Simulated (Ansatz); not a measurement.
## Lattice dynamics of Li (Im-3m, 1 atom in the cell)

Wanted: phonon frequencies of Li (Im-3m, 1 atom in the cell) and what follows from them.

Calculated with Ansatz 0.2.0; DFT PBE, scalar-relativistic, plane waves, norm-conserving pseudopotentials.

**1. The starting structure**

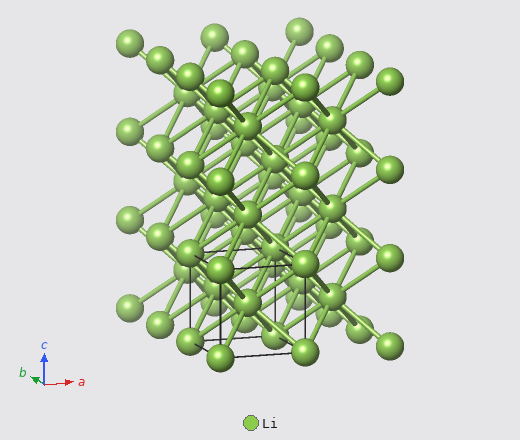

Start, viewed slightly off an axis; lithium green. 2×3×3 cells are drawn. This picture shows the conventional cell, with its axes. Some periodic images of atoms are drawn too.

**2. Relaxation**

Harmonic phonons are second derivatives at a point where the forces vanish, and they are wanted at zero stress, so atoms and cell are relaxed first.

Input file input.yaml:

```yaml
crystal:
  lattice:
    - [-1.75465, 1.75465, 1.75465]
    - [1.75465, -1.75465, 1.75465]
    - [1.75465, 1.75465, -1.75465]
  atoms:
    - { symbol: Li, position: [0.0, 0.0, 0.0] }
kpoints:
  mp_grid: { grid: [16, 16, 16] }
hamiltonian:
  xc: pbe
  pseudopotentials: { kind: nc }
scf:
  occupations: { method: gaussian, width: 0.1 }
output:
  forces: true
  stress: true
  eigenvalues: true
  write_density: true
  write_potential: true
  elf: true
  volumetric_format: npy
relax:
  adjacent_minimum: "off"
  f_tol: 0.005
  max_steps: 80
  cell: { stress_tol: 0.05 }
```

The run is started by

```console
ansatz run input.yaml --threads 4 --pin off --max-ram 7168MiB --backend cpu --events-out ev --progress --plain --runs-dir out
```

Numbers of over 12 decimals in the logs are rounded to 6 here.

What it wrote:

```text
Engine: ansatz 0.2.0, aarch64-unknown-linux-gnu
Pseudopotentials: kind: nc
Pseudopotential: Li, nc, valence charge 3, recommended cutoff 1034.032677 eV (normal), Li.nc.azcp
Functional definition: PBE
  parameter kappa = 0.804
  parameter beta = 0.066725
  exchange = pbe_x(kappa = kappa, mu = beta*pi^2/3)
  correlation = pbe_c(beta = beta)
Crystal: 1 atoms, lattice volume = 21.609 Å³
Basis set: ecut = 1034.032677 eV, 1601 PW (Γ), exchange–correlation on 64×64×64 points (8 copies of the dense FFT grid, shifted against one another)
Bands: 6, of which v1, the nominal top of the filled ones, is band 2 counted from 1 (1 counted from 0)
Symmetry: 48 space group operations
Space group: Im-3m (ITA 229), of the structure as read, at distance tolerance 2.8e-5 Å
k-points: 145 of 4096
Non-local potential: Li, projectors of the file, l = 0: 2, l = 1: 2
Initial density: superposition of atomic densities (chi_scale 0.1, normalization cell)
Initial wavefunctions: pseudopotential atomic-orbital guess
Functional: x = pbe(κ = 0.804, μ = 0.219515), c = pbe(β = 0.066725)
SCF iter   1: F=—  HF=-196.875591 eV  |F-HF|=—  |Δ(HF+E_count)|=         —  Δρ=4.60e-3  dr2=3.83e-3  ethr=3.10e-3  ⟨swp⟩=5.6  Hψ=8237  notcnv=0
preconditioner: auto → none  [metal: Δε(μ)=0.037 eV  Ē_g=10.259 eV  σ=0.100 eV  W_gap=0.20  n_scr=0 (ndim 8)  ℏωp=8.0 eV  f_vac=0.000  D(μ)=0.57/eV (n_scr^D=0)]
SCF iter   2: F=—  HF=-196.874346 eV  |F-HF|=—  |Δ(HF+E_count)|=   1.25e-3  Δρ=1.85e-3  dr2=7.96e-4  ethr=1.28e-4  ⟨swp⟩=1.1  Hψ=2048  notcnv=0
SCF iter   3: F=—  HF=-196.874082 eV  |F-HF|=—  |Δ(HF+E_count)|=   2.64e-4  Δρ=2.20e-4  dr2=2.48e-6  ethr=2.65e-5  ⟨swp⟩=2.0  Hψ=966  notcnv=0  defer=2
SCF iter   4: F=—  HF=-196.874077 eV  |F-HF|=—  |Δ(HF+E_count)|=   5.17e-6  Δρ=2.13e-5  dr2=2.02e-8  ethr=3.33e-9  ⟨swp⟩=10.2  Hψ=5901  notcnv=0
SCF iter   5: F=-196.874077 eV  HF=-196.874077 eV  |F-HF|=1.47e-10  |Δ(HF+E_count)|=   4.42e-9  Δρ=2.67e-6  dr2=2.10e-10  ethr=6.75e-10  ⟨swp⟩=4.4  Hψ=2785  notcnv=0
SCF 1 converged in 5 iterations: F = -196.874077 eV  dr2 = 2.10e-10
relax step   1: F+E_penalty+E_count = -196.87407667 eV  Δ(F+E_penalty+E_count) = +0.000e0 eV  max|allowed force component| = 0.000e0 eV/Å  Δτ_max = 0.0000 Å  P = -0.794 GPa  Ω = 21.609 Å³  (5 SCF iters, dr2 threshold 1.00e-7 eV, accepted)
Crystal: 1 atoms, lattice volume = 21.031 Å³
Basis set: ecut = 1034.032677 eV, 1553 PW (Γ), exchange–correlation on 64×64×64 points (8 copies of the dense FFT grid, shifted against one another)
Initial density: handed on by an earlier stage of this run
Initial wavefunctions: those handed on with the density
iter 1 solved again at ethr=1.82e-7 eV; its pass at ethr=3.10e-3 eV (dr2=5.46e-6 eV) is discarded
SCF iter   1: F=—  HF=-196.876399 eV  |F-HF|=—  |Δ(HF+E_count)|=         —  Δρ=1.54e-4  dr2=4.73e-6  ethr=1.82e-7  ⟨swp⟩=2.3  Hψ=9704  notcnv=0
preconditioner: auto → none  [metal: Δε(μ)=0.036 eV  Ē_g=10.436 eV  σ=0.100 eV  W_gap=0.20  n_scr=0 (ndim 8)  ℏωp=8.1 eV  f_vac=0.000  D(μ)=0.57/eV (n_scr^D=0)]
SCF iter   2: F=—  HF=-196.876398 eV  |F-HF|=—  |Δ(HF+E_count)|=   1.15e-6  Δρ=8.17e-5  dr2=1.10e-6  ethr=1.58e-7  ⟨swp⟩=1.0  Hψ=870  notcnv=0
SCF iter   3: F=-196.876398 eV  HF=-196.876398 eV  |F-HF|=6.49e-10  |Δ(HF+E_count)|=   3.30e-7  Δρ=7.19e-6  dr2=1.63e-9  ethr=3.33e-9  ⟨swp⟩=5.6  Hψ=3448  notcnv=0
SCF 2 converged in 3 iterations: F = -196.876398 eV  dr2 = 1.63e-9
relax step   2: F+E_penalty+E_count = -196.87639777 eV  Δ(F+E_penalty+E_count) = -2.321e-3 eV  max|allowed force component| = 0.000e0 eV/Å  Δτ_max = 0.0000 Å  P = -0.471 GPa  Ω = 21.031 Å³  energy of the carried Pulay correction = +3.067e-5 eV  (3 SCF iters, dr2 threshold 1.00e-7 eV, accepted)
Crystal: 1 atoms, lattice volume = 20.241 Å³
Basis set: ecut = 1034.032677 eV, 1505 PW (Γ), exchange–correlation on 64×64×64 points (8 copies of the dense FFT grid, shifted against one another)
iter 1 solved again at ethr=3.58e-7 eV; its pass at ethr=3.10e-3 eV (dr2=1.07e-5 eV) is discarded
SCF iter   1: F=—  HF=-196.877558 eV  |F-HF|=—  |Δ(HF+E_count)|=         —  Δρ=2.33e-4  dr2=1.10e-5  ethr=3.58e-7  ⟨swp⟩=1.4  Hψ=9606  notcnv=0
preconditioner: auto → none  [metal: Δε(μ)=0.035 eV  Ē_g=10.698 eV  σ=0.100 eV  W_gap=0.19  n_scr=0 (ndim 8)  ℏωp=8.3 eV  f_vac=0.000  D(μ)=0.57/eV (n_scr^D=0)]
SCF iter   2: F=—  HF=-196.877555 eV  |F-HF|=—  |Δ(HF+E_count)|=   2.70e-6  Δρ=1.24e-4  dr2=2.55e-6  ethr=3.58e-7  ⟨swp⟩=1.0  Hψ=870  notcnv=0
SCF iter   3: F=-196.877554 eV  HF=-196.877554 eV  |F-HF|=1.10e-9  |Δ(HF+E_count)|=   6.98e-7  Δρ=9.98e-6  dr2=3.18e-9  ethr=3.33e-9  ⟨swp⟩=6.2  Hψ=4487  notcnv=0
SCF 3 converged in 3 iterations: F = -196.877554 eV  dr2 = 3.18e-9
relax step   3: F+E_penalty+E_count = -196.87755417 eV  Δ(F+E_penalty+E_count) = -1.156e-3 eV  max|allowed force component| = 0.000e0 eV/Å  Δτ_max = 0.0000 Å  P = +0.033 GPa  Ω = 20.241 Å³  energy of the carried Pulay correction = +7.400e-5 eV  (3 SCF iters, dr2 threshold 1.00e-7 eV, accepted)
Initial wavefunctions: pseudopotential atomic-orbital guess (no wavefunctions were taken with the density)
iter 1 solved again at ethr=9.30e-9 eV; its pass at ethr=3.10e-3 eV (dr2=2.79e-7 eV) is discarded
SCF iter   1: F=—  HF=-196.877523 eV  |F-HF|=—  |Δ(HF+E_count)|=         —  Δρ=3.30e-5  dr2=8.46e-9  ethr=9.30e-9  ⟨swp⟩=3.4  Hψ=11100  notcnv=0
SCF iter   2: F=—  HF=-196.877524 eV  |F-HF|=—  |Δ(HF+E_count)|=   1.83e-7  Δρ=1.68e-5  dr2=2.18e-9  ethr=2.82e-10  ⟨swp⟩=1.0  Hψ=871  notcnv=0
SCF iter   3: F=-196.877524 eV  HF=-196.877524 eV  |F-HF|=5.68e-14  |Δ(HF+E_count)|=   4.50e-9  Δρ=1.86e-7  dr2=4.82e-13  ethr=1.00e-12  ⟨swp⟩=4.4  Hψ=3133  notcnv=0
SCF 4 converged in 3 iterations: F = -196.877524 eV  dr2 = 4.82e-13
relax step   4: F+E_penalty+E_count = -196.87752363 eV  Δ(F+E_penalty+E_count) = +3.054e-5 eV  max|allowed force component| = 0.000e0 eV/Å  Δτ_max = 0.0000 Å  P = +0.025 GPa  Ω = 20.241 Å³  stress off target by 2.51e-2 GPa  SCF on the basis re-selected at this cell (its energy is not comparable with the rows above)  (3 SCF iters)
basis re-selected at this cell: Δ(F+E_penalty+E_count) = +3.054e-5 eV, ΔP = -0.008 GPa vs the last step (what re-selecting the basis moved, of the pressure what is left beyond the Pulay correction that the steps carried, after the strain that the cell walked since its last selection, with what the two solves' SCF thresholds leave and, on support functions, any second-order correction that the steps lacked; it is no measure of the basis error at this ecutwfc). This SCF's stress stands 2.51e-2 GPa from its target on what of the cell is left free (relax.cell.stress_tol is 5.00e-2 GPa) and its largest allowed force component is 0.00e0 eV/Å (relax.f_tol is 5.00e-3 eV/Å): [rest of the remark cut]
SCF converged after 3 iterations
Free energy (F): -196.877524 eV
Harris-Foulkes:  -196.877524 eV  (|F-HF|=5.68e-14)
Internal energy: -196.874652 eV  (E = F + TS)
E sigma→0 (E₀):  -196.876088 eV
Entropy (-TS):   -0.002872 eV (-2.872 meV/atom)
Fermi energy:    0.935610 eV
--- Per-component energies (eV) ---
  E_band       = -91.528440
  E_kinetic    = 145.566032
  E_local      = -139.653716  (includes V_loc(G=0)·N_el)
  E_nonlocal   = -137.970484
  E_hartree    = 49.773357
  E_xc         = -45.911793
  E_vxc        = -59.016982  (∫ρ·V_xc dr)
  E_ewald      = -68.678048
  E_smearing   = -0.002872  (= −TS)
  E_closure    = 0.000000  (closes the sum)
  Σ components = -196.877524   (vs F -196.877524, Δ=0.00e0)
--- Forces (eV/Å), atoms counted from 1 ---
  atom   1  Li     0.00000000     0.00000000     0.00000000
  max |Σ_I F_I| component: 7.83e-33 eV/Å
--- Stress (GPa, compression-positive) ---
        0.025132      -0.000000      -0.000000
       -0.000000       0.025132      -0.000000
       -0.000000       0.000000       0.025132
  P = ⅓ Tr σ = 0.0251 GPa (0.251 kbar)
--- Band table (eV; the first three rows and the last of 145) ---
  k-point 0: bands = ["-45.5610", "-2.6280", "15.5695", "15.5695", "15.5695", "20.3456"]
  k-point 1: bands = ["-45.5602", "-2.5540", "15.0660", "15.1916", "15.4392", "19.1777"]
  k-point 2: bands = ["-45.5581", "-2.3316", "13.5976", "14.3864", "15.0700", "18.1370"]
  k-point 144: bands = ["-45.5283", "6.4739", "6.4739", "6.4739", "8.7265", "8.7265"]
--- Relaxed structure (3 steps of the walk, 3 accepted, 1 SCFs on fresh bases) ---
  F+E_penalty+E_count = -196.87752363 eV   max|allowed force component| = 0.000e0 eV/Å   (the final SCF, on the basis selected at the relaxed cell)
  cell:  # Å, volume = 20.2413 Å³
    - [-1.716826, 1.716826, 1.716826]
    - [1.716826, -1.716826, 1.716826]
    - [1.716826, 1.716826, -1.716826]
  atoms:
    - { symbol: Li, position: [0.0, 0.0, 0.0] }
```

It took 3.6 s on 4 threads of Arm Neoverse V2, shared host; peak memory 0.32 GiB; 13 s of CPU time.

The steps of the relaxation:

| step | energy less that of the first step (eV) | largest force component (eV/Å) | pressure (GPa) | volume (Å³) |
| --- | --- | --- | --- | --- |
| 1 | 0.0000 | 0.0000 | -0.79 | 21.61 |
| 2 | -0.0023 | 0.0000 | -0.47 | 21.03 |
| 3 | -0.0035 | 0.0000 | 0.03 | 20.24 |
| 4* | -0.0034 | 0.0000 | 0.03 | 20.24 |

Relaxation steps marked * repeat the geometry before them on a plane-wave basis chosen anew for their cell, so energy and pressure can jump there.

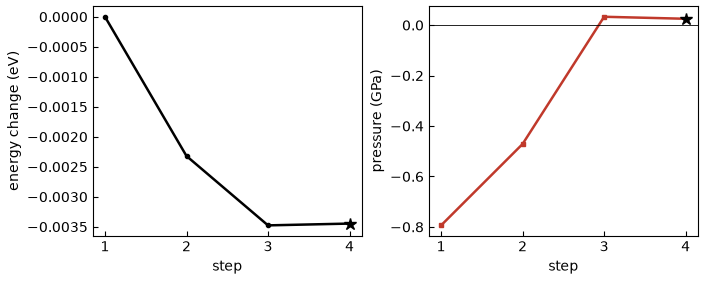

Energy and pressure along the relaxation. Stars mark steps on a basis chosen anew.

| conventional cell, symmetrised | before | after | change |
| --- | --- | --- | --- |
| a (Å) | 3.509 | 3.434 | -2.2 % |
| b (Å) | 3.509 | 3.434 | -2.2 % |
| c (Å) | 3.509 | 3.434 | -2.2 % |
| volume (Å³/atom) | 21.61 | 20.24 | -6.3 % |

Final coordinates:

```
Li
1.0
    -1.71683    1.71683    1.71683
     1.71683   -1.71683    1.71683
     1.71683    1.71683   -1.71683
Li
1
Cartesian
  0.0000 0.0000 0.0000
```

This step gave:

```yaml
pressure: 0.02513 GPa
volume_per_atom: 20.24 Å³
gap_on_the_k_mesh: 0 eV
```

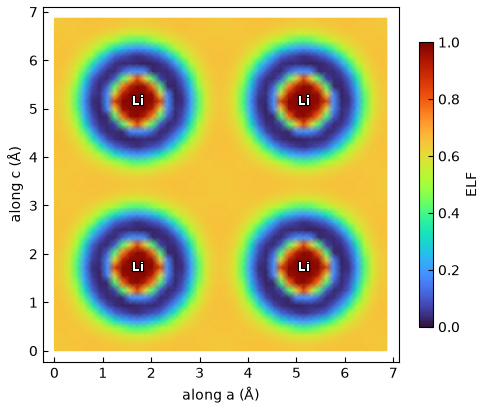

ELF in the ac plane of the conventional cell at fractional y = 0.000, with atoms of Li within 0.2 Å of it. It is the smooth field of the valence electrons, not physical close to the nuclei. The map starts off the cell's origin, so that atoms lie inside it.

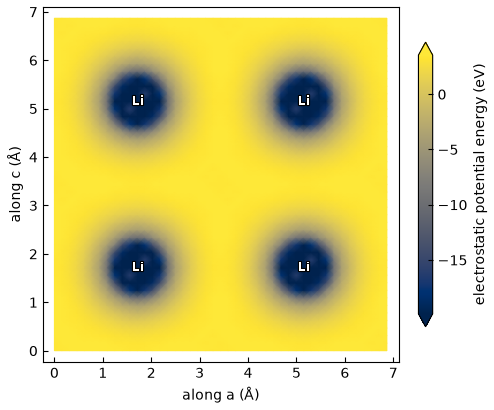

Electrostatic potential energy in the ac plane of the conventional cell at fractional y = 0.000, with atoms of Li within 0.2 Å of it. With pseudopotentials it is smooth inside the atoms' cores, unlike the true potential. The map starts off the cell's origin, so that atoms lie inside it.

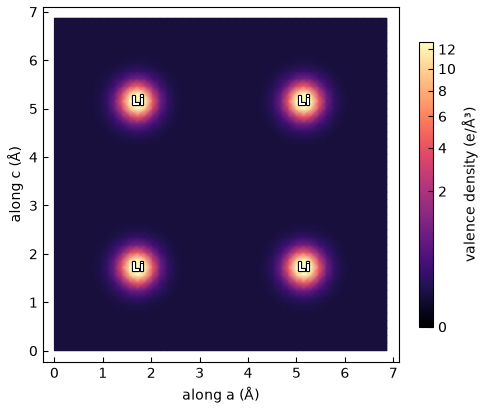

Valence density in the ac plane of the conventional cell at fractional y = 0.000, with atoms of Li within 0.2 Å of it. It is the smooth field of the valence electrons, not physical close to the nuclei. The map starts off the cell's origin, so that atoms lie inside it. The colour scale is stretched toward low values.

In this step the volume went from 21.61 to 20.24 Å³/atom.

**3. Tight relaxation**

Phonons need a cell at rest on their own settings, so the relaxation is repeated with tight tolerances on forces and stress on the k mesh and occupations of the first response run.

Input file input.yaml:

```yaml
crystal:
  lattice:
    - [-1.7168260475, 1.7168260475, 1.7168260475]
    - [1.7168260475, -1.7168260475, 1.7168260475]
    - [1.7168260475, 1.7168260475, -1.7168260475]
  atoms:
    - { symbol: Li, position: [0.0, 0.0, 0.0] }
kpoints:
  mp_grid: { grid: [16, 16, 16] }
hamiltonian:
  xc: pbe
  pseudopotentials: { kind: nc }
scf:
  occupations: { method: methfessel_paxton, width: 0.15 }
output:
  forces: true
  stress: true
  eigenvalues: true
relax:
  adjacent_minimum: "off"
  f_tol: 0.001
  max_steps: 60
  cell: { stress_tol: 0.01 }
```

What it wrote:

```text
[...]
Crystal: 1 atoms, lattice volume = 20.241 Å³
Basis set: ecut = 1034.032677 eV, 1505 PW (Γ), exchange–correlation on 64×64×64 points (8 copies of the dense FFT grid, shifted against one another)
Bands: 6, of which v1, the nominal top of the filled ones, is band 2 counted from 1 (1 counted from 0)
Symmetry: 48 space group operations
[...]
k-points: 145 of 4096
[...]
0.000000      -0.000000       0.000519
  P = ⅓ Tr σ = 0.0005 GPa (0.005 kbar)
--- Band table (eV; the first three rows and the last of 145) ---
[...]
--- Relaxed structure (3 steps of the walk, 3 accepted, 1 SCFs on fresh bases) ---
[...]
cell:  # Å, volume = 20.2764 Å³
    - [-1.717817, 1.717817, 1.717817]
    - [1.717817, -1.717817, 1.717817]
    - [1.717817, 1.717817, -1.717817]
  atoms:
    - { symbol: Li, position: [0.0, 0.0, 0.0] }
[key lines of the parts left out:]
SCF converged after 3 iterations
Free energy (F): -196.876362 eV
Fermi energy:    0.929087 eV
```

Run time: 3.2 s. Hardware: 4 threads; peak memory 0.31 GiB.

Little changed from the start: no atom moved by 0.005 Å and no cell edge by 0.1 %.

Numbers from this step:

- pressure: 5.19e-4 GPa
- volume per atom: 20.28 Å³

The forces vanish by symmetry and the pressure is 0.001 GPa, within the tolerances set. The cell now holds 20.28 Å³/atom.

(Continued in part 2 of 2.)

[Logs are printed without paths, hosts, clocks, repeated set-up lines and the standing remarks that a program may print on its own settings, such as how far it seeks lower states.]

[Hosts, paths, dates, database ids (printed as entryN), source tags and the programs' standing remarks are cut or masked in the printed files.]
